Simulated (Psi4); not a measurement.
# wB97X/def2-SVPD run of SiHF3 (SMILES F[SiH](F)F)

What is the vertical ionisation energy of SiHF3 at wB97X/def2-SVPD? 

The results are computed with Psi4 1.11.

2 further runs of the same task are left out: 2 set aside as unsound or not needed.

### Step 1. The system as given

SiHF3: 5 atoms, total charge 0, spin state singlet. As SMILES, `F[SiH](F)F`. The coordinates come from a PBE0-D4/def2-TZVP relaxation.

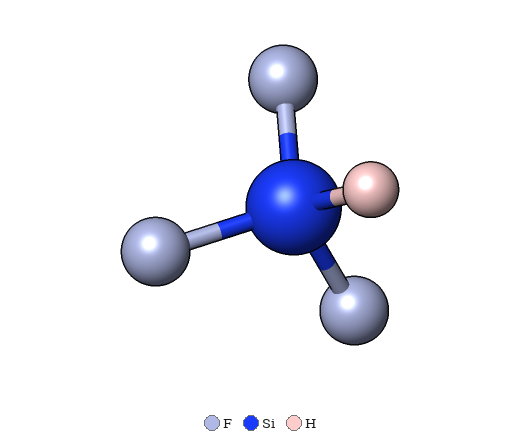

Viewed from a chosen angle; fluorine light blue, silicon blue, hydrogen pink.

### Step 2. Energy and forces at wB97X/def2-SVPD

f3hsi.inp

```
memory 1600 mb

molecule {
  0 1
  F
  Si 1 R2
  F 2 R3 1 A3
  F 2 R4 3 A4 1 D4
  H 2 R5 3 A5 4 D5

  R2 = 1.573002
  R3 = 1.572886
  A3 = 108.25026
  R4 = 1.572896
  A4 = 108.25417
  D4 = 117.13177
  R5 = 1.461334
  A5 = 110.66611
  D5 = 121.43487
  symmetry c1
}

set basis def2-SVPD
set reference rks
set puream true
set e_convergence 1e-09
set d_convergence 1e-08
set scf_type pk
set dft_radial_points 99
set dft_spherical_points 590

e, wfn = gradient('wb97x', return_wfn=True)
oeprop(wfn, 'LOWDIN_CHARGES', 'QUADRUPOLE', 'WIBERG_LOWDIN_INDICES', title='WB97X')
```

Run with:

```sh
$ psi4 -n 1 f3hsi.inp f3hsi.out
```

f3hsi.out:

```text
[...]
  Running in c1 symmetry.
[...]
  Nuclear repulsion =  188.407849821203115
[...]
  Multiplicity = 1
[...]
  Nalpha       = 21
  Nbeta        = 21
[...]
    Number of basis functions: 101
[...]
   @RKS iter   1:  -589.31729244985502   -4.84060e-01   5.84986e-03 DIIS/ADIIS
[...]
   @RKS iter  10:  -589.43121118144859   -2.04636e-12   2.24085e-09 DIIS
[...]
    Orbital Energies [Eh]
    ---------------------
    Doubly Occupied:
       1A    -66.263214     2A    -24.782488     3A    -24.782442
       4A    -24.782424     5A     -5.514855     6A     -3.876714
       7A     -3.876712     8A     -3.872397     9A     -1.356799
      10A     -1.325734    11A     -1.325702    12A     -0.728224
      13A     -0.650725    14A     -0.650714    15A     -0.639212
      16A     -0.596697    17A     -0.596691    18A     -0.570924
      19A     -0.570906    20A     -0.553587    21A     -0.509404
[...]
  @RKS Final Energy:  -589.43121118144859
   => Energetics <=
    Nuclear Repulsion Energy =            188.4078498212031150
    One-Electron Energy =               -1193.7050532027340068
    Two-Electron Energy =                 454.8176477748329489
    DFT Exchange-Correlation Energy =     -38.9516555747507454
    Empirical Dispersion Energy =           0.0000000000000000
    VV10 Nonlocal Energy =                  0.0000000000000000
    Total Energy =                       -589.4312111814485888
[...]
  -Total Gradient:
     Atom            X                  Y                   Z
    ------   -----------------  -----------------  -----------------
       1        0.000231161287     0.000137237778     0.028830525751
       2       -0.024145711280    -0.014765364036    -0.010581261622
       3        0.000299050708     0.027533698315    -0.008918846781
       4        0.024622660075    -0.012286945214    -0.008955096703
       5       -0.001236119692    -0.000753601241    -0.000545260792
[...]
 Multipole Moments:
 ------------------------------------------------------------------------------------
     Multipole            Electronic (a.u.)      Nuclear  (a.u.)        Total (a.u.)
 ------------------------------------------------------------------------------------
 L = 1.  Multiply by 2.5417464519 to convert [e a0] to [Debye]
 Dipole X            :         -1.3635778            1.8238159            0.4602381
 Dipole Y            :         -0.8334830            1.1147728            0.2812898
 Dipole Z            :         -0.6025676            0.8062488            0.2036812
 Magnitude           :                                                    0.5765666
 L = 2.  Multiply by 1.3450342976 to convert [e a0^2] to [Debye ang]
 Quadrupole XX       :        -72.2088681           51.8244598          -20.3844083
 Quadrupole XY       :         33.2413679          -32.1456339            1.0957340
[...]
```

Wall time 22 s (1 thread of AMD EPYC 7R43 (Zen 3), shared host); peak memory 0.75 GiB.

### Step 3. The doublet cation: the energy at U-wB97X/def2-SVPD

f3hsi.py

```python
import psi4

psi4.set_memory('1600 MB')
psi4.set_num_threads(1)
psi4.set_output_file('run.log', False)

geom = psi4.geometry("""
1 2
F     -0.84489655    -0.15533549     2.81814857
Si     0.07691185     0.00321253    -0.00340151
F     -1.12835547     2.42149506    -1.24192801
F     -0.93711519    -2.38729101    -1.44979788
H      2.83345535     0.11791891    -0.12302117
units au
symmetry c1
no_reorient
no_com
""")

options = {'reference': 'uks', 'puream': True, 'e_convergence': 1e-09, 'd_convergence': 1e-08, 'scf_type': 'pk', 'dft_radial_points': 99, 'dft_spherical_points': 590, 'maxiter': 100}
psi4.set_options(options)

e, wfn = psi4.energy('wb97x/def2-SVPD', molecule=geom, return_wfn=True)
psi4.oeprop(wfn, 'MULLIKEN_CHARGES', 'MAYER_INDICES', 'DIPOLE', title='WB97X')
print(f'wb97x/def2-SVPD energy: {e:.10f} Eh')
for k, v in sorted(psi4.core.scalar_variables().items()):
    print(f'{k:45s} {v:18.10f}')
```

Run with:

```sh
$ python f3hsi.py
```

run.log:

```text
[...]
  Running in c1 symmetry.
[...]
  Nuclear repulsion =  188.407850502799874
[...]
  Multiplicity = 2
[...]
  Nalpha       = 21
  Nbeta        = 20
[...]
    Number of basis functions: 101
[...]
   @UKS iter   1:  -588.76183355239141    7.13992e-02   5.56900e-03 DIIS/ADIIS
[...]
   @UKS iter  13:  -588.90003642134195   -4.43379e-12   3.87481e-09 DIIS
[...]
   @S^2 Observed:                7.579257040E-01
[...]
    Orbital Energies [Eh]
    ---------------------
    Alpha Occupied:
       1A    -66.576915     2A    -25.068292     3A    -25.068242
       4A    -25.068236     5A     -5.827905     6A     -4.189937
       7A     -4.187870     8A     -4.187868     9A     -1.634366
      10A     -1.603209    11A     -1.603194    12A     -1.035685
      13A     -0.939929    14A     -0.922575    15A     -0.922571
      16A     -0.868457    17A     -0.868453    18A     -0.854005
      19A     -0.841847    20A     -0.841842    21A     -0.820824
    Alpha Virtual:
      22A     -0.150003    23A     -0.149994    24A     -0.138295
      25A     -0.090518    26A     -0.015422    27A      0.031771
[...]
  @UKS Final Energy:  -588.90003642134195
   => Energetics <=
    Nuclear Repulsion Energy =            188.4078505027998744
    One-Electron Energy =               -1181.6602007873600542
    Two-Electron Energy =                 443.0812379215574310
    DFT Exchange-Correlation Energy =     -38.7289240583392527
    Empirical Dispersion Energy =           0.0000000000000000
    VV10 Nonlocal Energy =                  0.0000000000000000
    Total Energy =                       -588.9000364213419516
[...]
 Multipole Moments:
 ------------------------------------------------------------------------------------
     Multipole            Electronic (a.u.)      Nuclear  (a.u.)        Total (a.u.)
 ------------------------------------------------------------------------------------
 L = 1.  Multiply by 2.5417464519 to convert [e a0] to [Debye]
 Dipole X            :         23.4923293          -22.2830836            1.2092456
 Dipole Y            :          0.9776000           -0.9272886            0.0503114
 Dipole Z            :         -1.0197129            0.9671618           -0.0525511
 Magnitude           :                                                    1.2114322
[...]
  Mulliken Charges: (a.u.)
   Center  Symbol    Alpha    Beta     Spin     Total
       1     F     4.80002  4.64943  0.15060 -0.44945
       2    SI     5.98179  5.81882  0.16297  2.19940
       3     F     4.79998  4.64951  0.15047 -0.44949
       4     F     4.79999  4.64949  0.15050 -0.44948
       5     H     0.61821  0.23275  0.38546  0.14903
   Total alpha = 21.00000, Total beta = 20.00000, Total charge =  1.00000
  Mayer Bond Indices:
  Total Bond Index:
[...]
```

The script printed:

```text
wb97x/def2-SVPD energy: -588.9000364213 Eh
CURRENT ENERGY                                   -588.9000364213
CURRENT REFERENCE ENERGY                         -588.9000364213
DD SOLVATION ENERGY                                 0.0000000000
DFT FUNCTIONAL TOTAL ENERGY                      -588.9000364213
DFT TOTAL ENERGY                                 -588.9000364213
DFT VV10 ENERGY                                     0.0000000000
DFT XC ENERGY                                     -38.7289240583
GRID ELECTRONS ALPHA                               20.9999975254
GRID ELECTRONS BETA                                19.9999977066
GRID ELECTRONS TOTAL                               40.9999952320
NUCLEAR REPULSION ENERGY                          188.4078505028
ONE-ELECTRON ENERGY                             -1181.6602007874
PCM POLARIZATION ENERGY                             0.0000000000
PE ENERGY                                           0.0000000000
SCF ITERATION ENERGY                             -588.9000364213
SCF ITERATIONS                                     13.0000000000
SCF TOTAL ENERGY                                 -588.9000364213
TWO-ELECTRON ENERGY                               443.0812379216
XC GRID RADIAL POINTS                              99.0000000000
XC GRID SPHERICAL POINTS                          590.0000000000
XC GRID TOTAL POINTS                           282358.0000000000
```

Wall time 29 s (1 thread of AMD EPYC 7R43 (Zen 3), shared host); peak memory 0.75 GiB.

### Step 4. Results

Level: wB97X/def2-SVPD.

| quantity | value |
| --- | --- |
| singlet SiHF3: total energy | -589.43121 Eh |
| singlet SiHF3: dipole moment | 1.47 D |
| singlet SiHF3: HOMO energy | -13.86 eV |
| singlet SiHF3: LUMO energy | 2.48 eV |
| singlet SiHF3: HOMO–LUMO gap | 16.34 eV |
| singlet SiHF3: largest force on an atom | 1.554 eV/Å |
| doublet cation: total energy | -588.90004 Eh |
| doublet cation: HOMO energy (highest over α and β) | -22.17 eV |
| doublet cation: LUMO energy (lowest over α and β) | -15.00 eV |
| doublet cation: ⟨S²⟩ | 0.758 |
| vertical ionisation energy (to the doublet cation) | 14.454 eV |

In words: Removing an electron at fixed nuclei costs 14.45 eV (333 kcal/mol). The largest force (singlet SiHF3) is 1.55 eV/Å: the shape isn't a stationary point for this species at this level. The negative HOMO energy of the first species, 13.86 eV, lies 0.59 eV below that difference. Mulliken charges (doublet cation) run from -0.45 on F3 to +2.20 on Si2; in a basis this large or diffuse they mean little.
